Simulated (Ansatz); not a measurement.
# InH₂+ (singlet): one geometry, many settings at a displaced geometry (v2)

Aim: run InH₂+ (singlet) at one geometry under a spread of methods and options, and see what each costs and gives.

Program: Ansatz 0.2.0, Gaussian basis. Level of theory: the settings change from run to run. These are calculated values, not measurements.

16 further runs of the same task are left out: 4 for a known fault of the program, 5 that didn't finish, 7 set aside as unsound or not needed.

## (1) The geometry

The geometry is a PBE0/def2-TZVP stationary point (not a proven minimum) with its atoms shifted at random (size 0.100 Å). No spin-orbit coupling is included. Elements past krypton take def2 core potentials.

3 atoms, charge 1, spin multiplicity 1.

Atoms are counted from 1 here; the program's logs count them from 0.

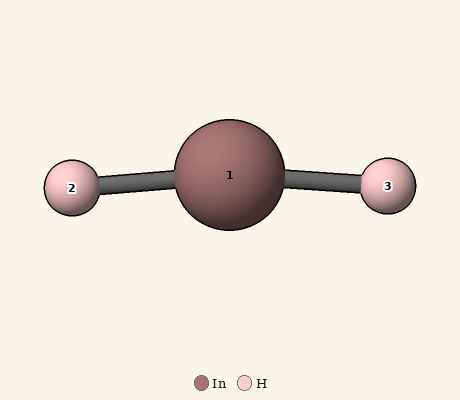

The geometry (indium brown, hydrogen pink); atoms are numbered from 1 in the order of the file.

## (2) CASSCF(2,5)/def2-SVPD

File in.yaml:

```yaml
crystal:
  periodic: [false, false, false]
  atoms:
    - {symbol: In, position_ang: [0.084376, 0.005225, -0.005002]}
    - {symbol: H, position_ang: [-0.080498, 0.013599, -1.658809]}
    - {symbol: H, position_ang: [-0.003878, -0.018825, 1.663811]}
basis:
  gaussian: {orbitals: def2-SVPD}
total_charge: 1
correlation: {active_space: {window: {electrons: 2, orbitals: 5}, states: [{multiplicity: 1, weights: [1, 0.5, 1]}]}}
output: {forces: true}
```

On the command line:

```bash
ansatz run in.yaml --threads 1 --pin off --events-out ev --progress --plain --max-ram 2393MiB
```

Output:

```text
Functional definition: HF
  name "HF"
  cite "Fock, Z. Phys. 61, 126 (1930) doi:10.1007/BF01340294"
  parent pbe
  exchange = exact_x
  correlation = 0
988 factors; integrals over basis functions are off by at most 1.5e-7 eV
mean field evaluation 1: about -5172.3300 eV, gradient 6.9e0 eV
mean field evaluation 2: about -5172.3320 eV, gradient 6.9e0 eV
mean field evaluation 4: about -5172.6027 eV, gradient 2.2e-1 eV
mean field evaluation 8: about -5172.6026 eV, gradient 2.7e-4 eV
mean field -5172.60260924 eV, -190.0896397738 hartree, gradient 1.1e-6 eV, S^2 0.000000; 0 other end points of the search recorded, 0 dependent functions left out
reference -5172.60260924 eV, -190.0896397738 hartree; 11, 11 occupied and 37, 37 virtual orbitals, 988 factors
state -5173.10064032 eV, -190.1079420783 hartree
state -5165.99142278 eV, -189.8466831523 hartree
state -5165.94951323 eV, -189.8451430049 hartree
the calculation of the forces begins
Total energy: -5168.81834598 eV, -189.9505706637 hartree
Atom 0 at     0.084376     0.005225    -0.005002 Å, force     0.108362     0.028841    -1.987442 eV/Å
Atom 1 at    -0.080498     0.013599    -1.658809 Å, force    -0.009427     0.003197    -0.337875 eV/Å
Atom 2 at    -0.003878    -0.018825     1.663811 Å, force    -0.098934    -0.032038     2.325317 eV/Å
Dipole moment:     0.012019    -0.002330     0.274526 e Å
```

Wall time 2.7 s (1 thread of Arm Neoverse V2, shared host).

From the report: 25 determinants; active occupations (of the averaged states) 1.36, 0.40, 0.20, 0.04, 0.00.

## (3) CCSD(T) on RHF/def2-TZVPP

File in.yaml:

```yaml
crystal:
  periodic: [false, false, false]
  atoms:
    - {symbol: In, position_ang: [0.084376, 0.005225, -0.005002]}
    - {symbol: H, position_ang: [-0.080498, 0.013599, -1.658809]}
    - {symbol: H, position_ang: [-0.003878, -0.018825, 1.663811]}
basis:
  gaussian: {orbitals: def2-TZVPP}
total_charge: 1
magnetization: {spin_polarized: false}
correlation: {method: ccsd_t, electrons: valence}
scf: {lower_state_search: full}
output: {forces: true}
```

Same command.

Output, shortened:

```text
Functional definition: HF
  name "HF"
  cite "Fock, Z. Phys. 61, 126 (1930) doi:10.1007/BF01340294"
  parent pbe
[...]
639 factors; integrals over basis functions are off by at most 5.7e-4 eV
[...]
mean field -5172.81038600 eV, -190.0972754286 hartree, gradient 9.1e-7 eV, S^2 0.000000; 0 other end points of the search recorded, 0 dependent functions left out
4 core orbitals not correlated: weight in the atoms' cores, before any rotation towards them, 1.000 or more for the frozen orbitals, at most 0.000 for the correlated occupied ones
reference -5172.81038600 eV, -190.0972754286 hartree; 7, 7 occupied and 67, 67 virtual orbitals, 639 factors
second order -7.26519405 eV of doubles, -0.00000000 eV of singles
cycle   1  -7.22288076 eV  change    4.2e-2 eV  update   7.1e-2
[...]
cycle   9  -7.47704678 eV  change   -2.5e-6 eV  update   1.8e-6
perturbative correction -0.17052140 eV, -0.0062665459 hartree
[...]
Total energy: -5180.45795418 eV, -190.3783183754 hartree
Atom 0 at     0.084376     0.005225    -0.005002 Å, force    -0.403298    -0.026364     0.148179 eV/Å
Atom 1 at    -0.080498     0.013599    -1.658809 Å, force     0.198069     0.012404    -0.024054 eV/Å
Atom 2 at    -0.003878    -0.018825     1.663811 Å, force     0.205229     0.013960    -0.124125 eV/Å
Dipole moment:     0.040226     0.002481    -0.001461 e Å
```

Run time: 7 s. Hardware: 1 thread of Arm Neoverse V2, shared host; peak memory 0.27 GiB.

From the report: correlation -7.6476 eV; T1 0.016; largest double amplitude 0.09.

## (4) CCSDT on RHF/def2-TZVPP

in.yaml, as its differences from that of step 3:

```diff
@@ -10,4 +10,4 @@
 magnetization: {spin_polarized: false}
-correlation: {method: ccsd_t, electrons: valence}
-scf: {lower_state_search: full}
+correlation: {method: ccsdt, electrons: outside_noble_gas, diis_vectors: 12}
+scf: {lower_state_search: light}
 output: {forces: true}
```

Launched as before.

Output, shortened:

```text
Functional definition: HF
  name "HF"
  cite "Fock, Z. Phys. 61, 126 (1930) doi:10.1007/BF01340294"
  parent pbe
[...]
1164 factors; integrals over basis functions are off by at most 1.2e-7 eV
[...]
mean field -5172.81038659 eV, -190.0972754503 hartree, gradient 8.8e-7 eV, S^2 0.000000; 0 other end points of the search recorded, 0 dependent functions left out
9 core orbitals not correlated: weight in the atoms' cores, before any rotation towards them, 0.991 or more for the frozen orbitals, at most 0.005 for the correlated occupied ones
reference -5172.81038659 eV, -190.0972754503 hartree; 2, 2 occupied and 67, 67 virtual orbitals, 1164 factors
second order -1.50479231 eV of doubles, -0.00000000 eV of singles
cycle   1  -1.77808528 eV  change   -2.7e-1 eV  update   4.7e-2
[...]
cycle  11  -1.94850896 eV  change   -1.9e-7 eV  update   1.8e-7
[...]
Total energy: -5174.75889555 eV, -190.1688818339 hartree
Atom 0 at     0.084376     0.005225    -0.005002 Å, force    -0.296613    -0.019899     0.154557 eV/Å
Atom 1 at    -0.080498     0.013599    -1.658809 Å, force     0.134501     0.013264    -0.449666 eV/Å
Atom 2 at    -0.003878    -0.018825     1.663811 Å, force     0.162111     0.006635     0.295109 eV/Å
Dipole moment:     0.051184     0.003158    -0.001947 e Å
```

It took 33 s on 1 thread of Arm Neoverse V2, shared host; peak memory 0.47 GiB.

From the report: correlation -1.9485 eV; T1 0.011; largest double amplitude 0.09.

## (5) All runs side by side

Where basis and cores are those of an earlier FCI/def2-TZVPP run (-5174.7595 eV), and the state is the same kind, the miss against it is given.

```csv
level,correlated,functions,energy (eV),from FCI (meV),time
"CASSCF(2,5)/def2-SVPD (mean of several states)",,48,-5168.8183,,2.7 s
CCSD(T) on RHF/def2-TZVPP,valence,78,-5180.4580,,7 s
CCSDT on RHF/def2-TZVPP,outside noble gas,78,-5174.7589,0.7,33 s
```

## (6) Summary of results

```
quantity                                                  value
    runs                                                      3
quickest  CASSCF(2,5)/def2-SVPD (mean of several states), 2.7 s
 slowest                          CCSDT on RHF/def2-TZVPP, 33 s
```

In words: Total energies in different bases, with other cores or another treatment of relativity can't be set against each other. CCSDT on RHF/def2-TZVPP took 12 times as long as CASSCF(2,5)/def2-SVPD (mean of several states); the jobs differ in more than the method.
